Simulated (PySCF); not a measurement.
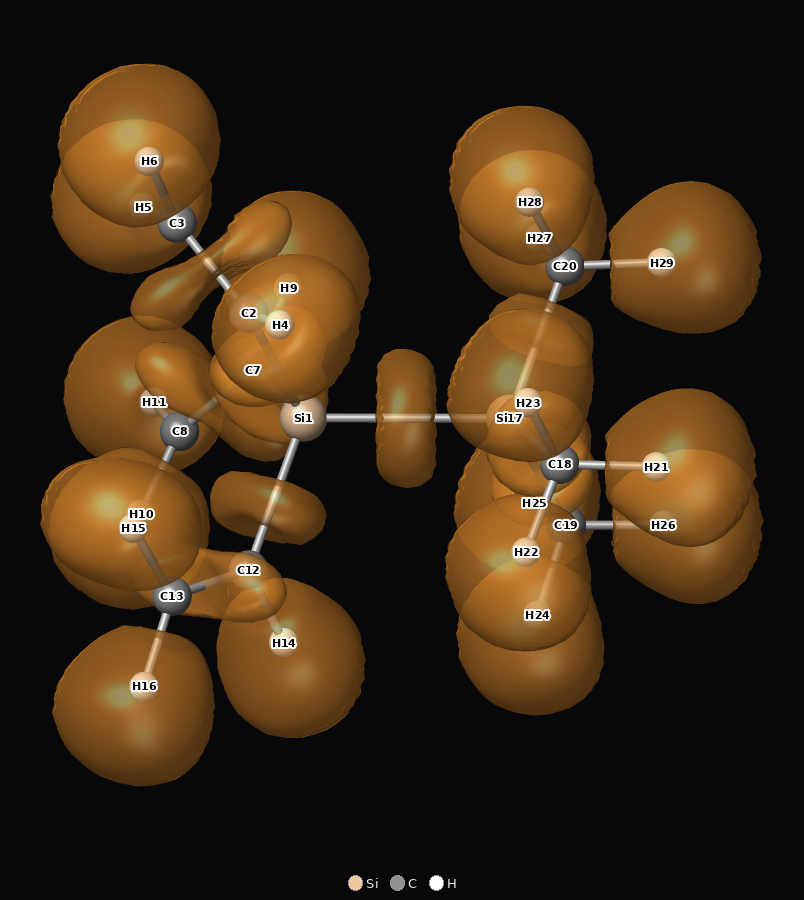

Figure 1: C$_{9}$H$_{18}$Si$_{2}$ (SMILES C=C[Si](C=C)(C=C)[Si](C)(C)C). Isosurface of the electron localisation function at 0.8 (orange), seen across its widest extent. Core shells and regions of very low density are left out.

Geometry: PBE0-D3(BJ)/def2-SVP.

Computed with PySCF, PBE0/pcSseg-1, SCF density, gas phase, non-relativistic.

Input

```
{"job": {"kind": "nmr", "xc": "PBE0", "basis": "pcSseg-1"}, "charge": 0, "multiplicity": 1}
Si     0.355805     0.583918     0.268375
C      0.252456     0.534254     2.142664
C      1.318231     0.539073     2.953393
H     -0.742663     0.459771     2.602942
H      2.337172     0.614657     2.556237
H      1.226034     0.474176     4.043959
C      2.149957     0.502569    -0.278833
C      2.786937     1.488694    -0.922542
H      2.705347    -0.426622    -0.087125
H      2.290721     2.441395    -1.141164
H      3.827464     1.395704    -1.255233
C     -0.442259     2.155737    -0.377893
C     -0.891082     3.149658     0.399274
H     -0.578260     2.254896    -1.464240
H     -0.784073     3.118581     1.489860
H     -1.378967     4.040556    -0.013813
Si    -0.793692    -1.277880    -0.597090
C     -2.589985    -1.206315    -0.019522
C     -0.725888    -1.229492    -2.483585
C      0.019945    -2.859705     0.035743
H     -3.171117    -2.055096    -0.415844
H     -3.070972    -0.274749    -0.356717
H     -2.653086    -1.239132     1.079826
H     -1.225403    -0.328870    -2.874046
H      0.316416    -1.219451    -2.839185
H     -1.227000    -2.109721    -2.919379
H      1.062713    -2.935944    -0.310751
H      0.027163    -2.881780     1.136758
H     -0.521444    -3.751070    -0.321510
```

Launched as:

```sh
OMP_NUM_THREADS=2 python probes_run.py task.json out
```

Describe the localisation domains.

Answer. The ELF exceeds this value in three regions between bonded C–C atoms (shared pairs), six regions between bonded C–Si atoms (shared pairs), one region between bonded Si–Si atoms (shared pairs) and 18 regions around hydrogen nuclei. Along the contacts the grid gives the following. C–C (1.34 Å): the ELF peaks at about 0.90 between the atoms; a multiple bond. C–Si (1.88 Å): the ELF peaks at about 0.95 between the atoms; a covalent bond.
